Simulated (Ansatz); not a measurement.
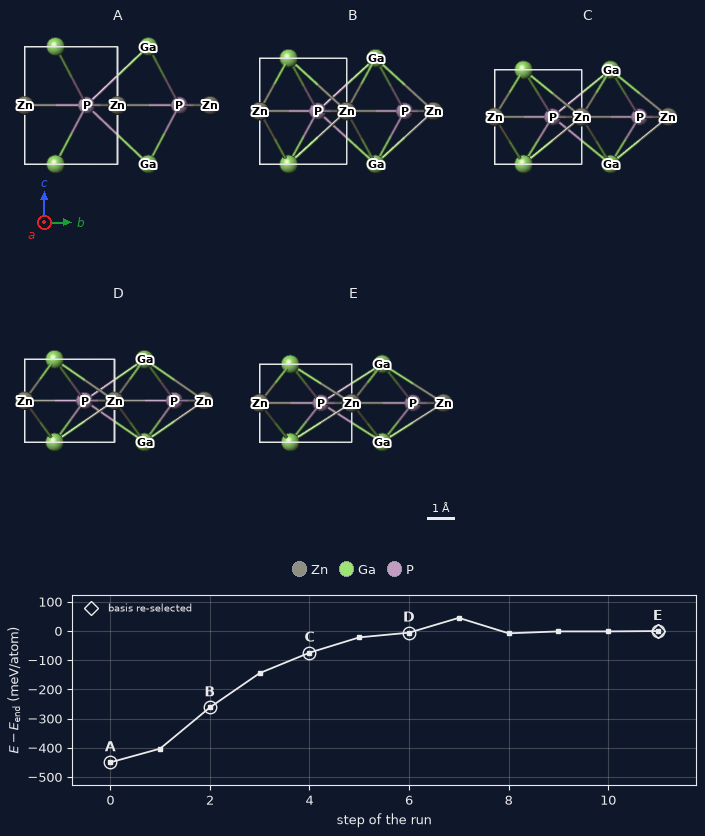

Frames of a relaxation of a crystal of ZnGaP (a generated structure, set up in P-6m2), marked on the history of the run. Style: ball-and-stick. Shown: the cell of the calculation, repeated 1 × 2 × 1 with one cell outlined, along the a axis.

The run lets cell and atoms move.

Level of theory: Ansatz, Kohn-Sham DFT of a periodic cell, PBE, Ansatz PAW.

Input file:
```yaml
crystal:
  lattice:
    - [4.01594, 0.0, 0.0]
    - [-2.00797, 3.47791, 0.0]
    - [0.0, 0.0, 4.4042]
  atoms:
    - { symbol: Zn, position: [0.0, 0.0, 0.5] }
    - { symbol: Ga, position: [0.66667, 0.33333, 0.0] }
    - { symbol: P, position: [0.33333, 0.66667, 0.5] }
hamiltonian:
  xc: pbe
  pseudopotentials: { kind: paw }
kpoints:
  mp_grid: { grid: [8, 8, 6] }
scf:
  occupations: { method: fermi_dirac, width: 0.05 }
output:
  forces: true
  stress: true
  eigenvalues: true
relax:
  f_tol: 0.01
  max_steps: 40
  cell: { stress_tol: 0.05, p_target: 30.0 }
```

Run as
```bash
ansatz run input.yaml --threads 2 --pin off --max-ram 5632MiB --backend cpu --events-out ev --progress --plain --runs-dir out
```

What happens along the run?

The atoms keep their places relative to the cell (all moves are under 0.005 Å). Cell: a = b 4.016 → 3.979 Å (−0.9 %), c 4.404 → 2.922 Å (−33.7 %). Volume −34.9 %. Among the contacts that change: P–P 4.404 → 2.922 Å, Ga–P 3.198 → 2.722 Å, Ga–Zn 3.198 → 2.722 Å, P–Zn 2.319 → 2.297 Å. The space group stays P-6m2 (No. 187). The energy rises by 449 meV per atom in 10 accepted moves (11 points after the start). With the target pressure of 30 GPa, the enthalpy E + pV changes by −889 meV per atom. All forces vanish by symmetry, so only the cell relaxes. The pressure goes from −0.06 to 29.96 GPa. The SCF was repeated once at an unchanged geometry on a basis and grid sized afresh for the cell, which shifted the energy by 1.2 meV per atom at most. From step 0 to 2: volume −20.9 %, energy +188 meV per atom. From step 2 to 4: volume −11.1 %, energy +187 meV per atom. From step 4 to 6: volume −6.0 %, energy +68.5 meV per atom. From step 6 to 11: volume −1.4 %, energy +5.5 meV per atom.

| step | E − E(0), meV/atom | pressure, GPa | volume, Å³/atom | note |
| --- | --- | --- | --- | --- |
| 0 | 0.00 | -0.06 | 20.505 |  |
| 1 | 46.91 | 7.76 | 18.134 |  |
| 2 | 188.08 | 18.86 | 16.212 |  |
| 3 | 305.52 | 26.03 | 15.100 |  |
| 4 | 375.40 | 29.56 | 14.410 |  |
| 5 | 427.84 | 31.37 | 13.911 |  |
| 6 | 443.92 | 30.96 | 13.538 |  |
| 7 | 494.61 | 33.21 | 13.120 |  |
| 8 | 441.76 | 29.63 | 13.390 |  |
| 9 | 448.22 | 29.93 | 13.355 |  |
| 10 | 448.22 | 29.99 | 13.354 |  |
| 11 | 449.43 | 29.96 | 13.354 | same geometry, new basis |
